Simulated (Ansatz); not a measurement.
# TiS2 (CdI2 type), energy over volume and axial ratio

TiS$_{2}$ (CdI2 type)

```cif
data_S2Ti
_chemical_formula_sum 'Ti1 S2'
_space_group_name_H-M_alt 'P-3m1'
_space_group_IT_number 164
_space_group_name_Hall '-P 3 2"'
_cell_length_a 3.36050
_cell_length_b 3.36050
_cell_length_c 5.52286
_cell_angle_alpha 90.000
_cell_angle_beta 90.000
_cell_angle_gamma 120.000
loop_
_atom_site_label
_atom_site_type_symbol
_atom_site_symmetry_multiplicity
_atom_site_Wyckoff_symbol
_atom_site_fract_x
_atom_site_fract_y
_atom_site_fract_z
_atom_site_occupancy
Ti1 Ti 1 a 0.00000 0.00000 0.00000 1
S1 S 2 d 0.33333 0.66667 0.25856 1
```

The relaxed cell is deformed in two ways at once: its volume V is scaled, and at that volume it is stretched along z (the c axis of the conventional cell) so that c/a changes. Fractional atomic positions are held.

These are PBE-D3(BJ) (plane waves to 420 eV, PAW, scalar-relativistic; Ansatz, a program for electronic structure) values and carry that method's errors. k mesh 16×16×9 (Γ-centred), Fermi-Dirac smearing 0.05 eV. Energies are smeared free energies. As the atoms are clamped, bonds stretch with the cell, which overstates energies and stresses. With partly filled bands, the response to shear is sensitive to the k mesh, so small differences along c/a are uncertain. At this level the bands of TiS2 touch or barely overlap. The PAW data are Ansatz's earlier set. TiS2 is run without spin polarisation. TiS2 was relaxed with its symmetry unable to fall. The zero of ΔE is the relaxed starting cell.

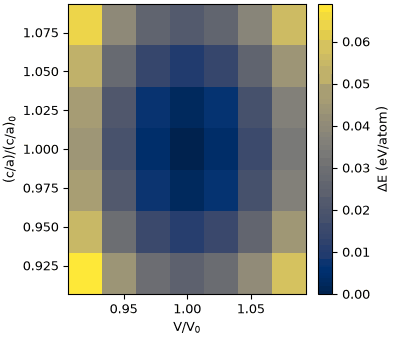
Fig. 1. ΔE (eV/atom) over the 7×7 grid of computed points.

The modulus against c/a change at fixed volume, (3/4V)·∂²E/∂(ln c/a)² (fit, atoms clamped) comes out as 48 GPa, an upper bound as the atoms could relax. Highest place on the grid: V/V₀ = 0.920, (c/a)/(c/a)₀ = 0.920 (69 meV/atom). Lowest place on the grid: V/V₀ = 1.000, (c/a)/(c/a)₀ = 1.000 (0 meV/atom).

Near the relaxed cell σzz − σxx = −2Cδ (compression positive), C being this modulus and δ the logarithm of the ratio.

(A scan under strain: stresses follow from slopes of the energy per volume, elastic moduli from its curvatures.)
